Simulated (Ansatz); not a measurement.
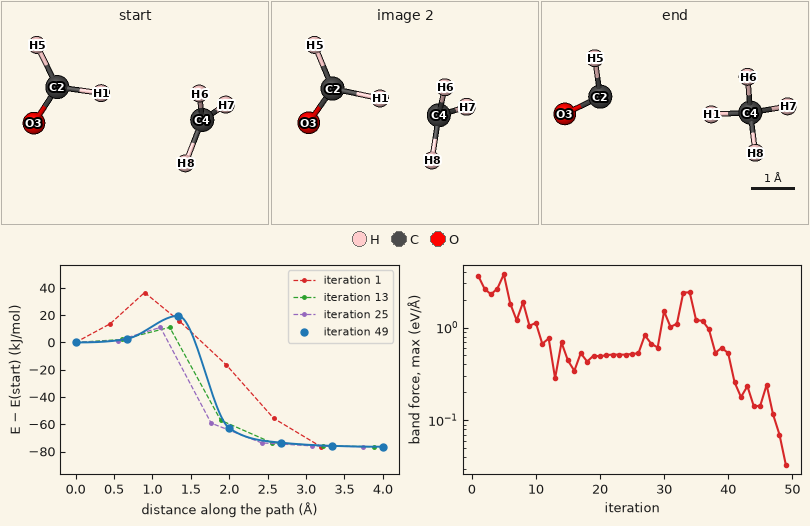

A nudged-elastic-band calculation for C2H5O (multiplicity 2), made up of CH2O and CH$_{3}$. Images are numbered from 0 (start) to 6 (end). The plot follows the band through its iterations. A ball-and-stick model, seen at a tilt.

These are results of UKS PBE0/cc-pVDZ (Ansatz 0.2.0), not measurements. Set-up: 5 movable images; climbing image; force threshold 0.05 eV/Å; iteration limit 60; starting path through a guess of the saddle point.

Q: Judge this run.

A: The result is final at these settings. The band converged in 49 iterations. The largest component of the band force went from 3.6 to 0.033 eV/Å. The climbing image converged on the top of the path. Its vibrational analysis gives one imaginary mode (1051i cm⁻¹), as a transition state must have. The first iteration put the highest image at 36.6 kJ/mol. The highest point, image 2, lies 19.6 kJ/mol above the start and 96.0 kJ/mol above the end; the end is at −76.4 kJ/mol relative to the start.

Limits of the set-up: the start holds two separate molecules, 2.7 Å apart at their closest, whose relative position is a soft coordinate and is computed without a dispersion correction.

The run took 5.5 min on 2 threads of Arm Neoverse V1, with other jobs on the host, peak memory 0.15 GiB.
